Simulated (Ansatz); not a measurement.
# Tunnelling across a broken Sc chain: predicting one gap

**Method.** Ansatz 0.2.0, plane waves with PAW datasets at the program's default cutoffs, Fermi-Dirac smearing of 0.05 eV, chains in boxes 7.5 Å wide or more, moments seeded when the perfect chain is relaxed. PBE, no spin-orbit coupling; one bond is opened by s Å beyond its relaxed length, the other atoms of a straight cell of 12 kept, with parallel moments across the gap, and the conductance taken at 300 K.

| run | G (G₀) | largest error term (%) | s | ln G |
| --- | --- | --- | --- | --- |
| +1.8 Å | 0.6829 | 7 | 1.8 | −0.3814 |
| +2.5 Å | 0.312 | 9 | 2.5 | −1.165 |
| +3.3 Å | 0.1027 | 9 | 3.3 | −2.276 |

One run is withheld: run = +4.2 Å, with s = 4.2. Fit a straight line ln G = a + b × s to the 3 rows shown and predict it.

**Fit.** The means are 2.533 for s and −1.274 for ln G. The sum of products of deviations is −1.427 and the sum of squares in s is 1.127, so b = −1.427 / 1.127 = −1.266 and a = −1.274 − (−1.266) × 2.533 = 1.934. The residuals' standard deviation, with 1 degree of freedom, is σ = 0.082.

**Prediction.** ln G = 1.934 + (−1.266) × 4.2 = −3.385, that is 0.0339 G₀. The run gave 0.0256 G₀ (ln G = −3.664), so the prediction less the run is +0.28. The standard error of a prediction there, σ√(1 + 1/3 + (4.2 − 2.533)²/1.127), is 0.16, and the miss is 1.7 times that, for a point outside the fitted range. With so few rows σ is itself uncertain.

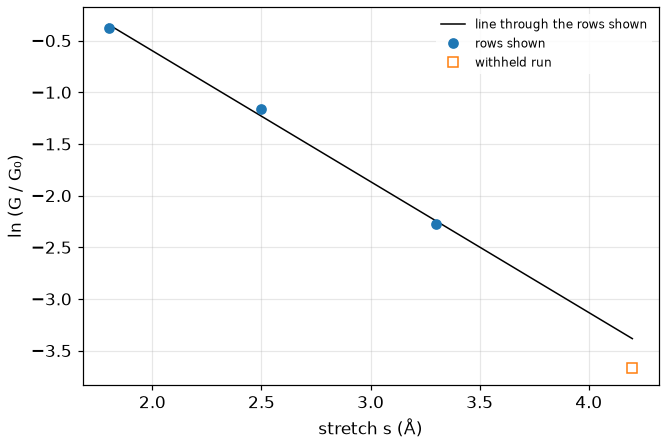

The fitted line, the rows shown and the withheld run.

Caveats: Between neighbouring runs the slope of ln G lies between −1.54 and −1.12 per Å, so one exponential is an approximation; it is flattest at the narrowest gap, nearest to contact. Error terms (up to 9 %, withheld run included) bound how much a small miss can mean. No image potential, spin-orbit coupling or relaxation; a bent or dimerised chain may be lower in energy. Series of this kind are told only where this holds: one magnetic state in all runs, error terms under 60 %, and the runs' own leads conduct as the perfect chain does. 36 of 42 did.
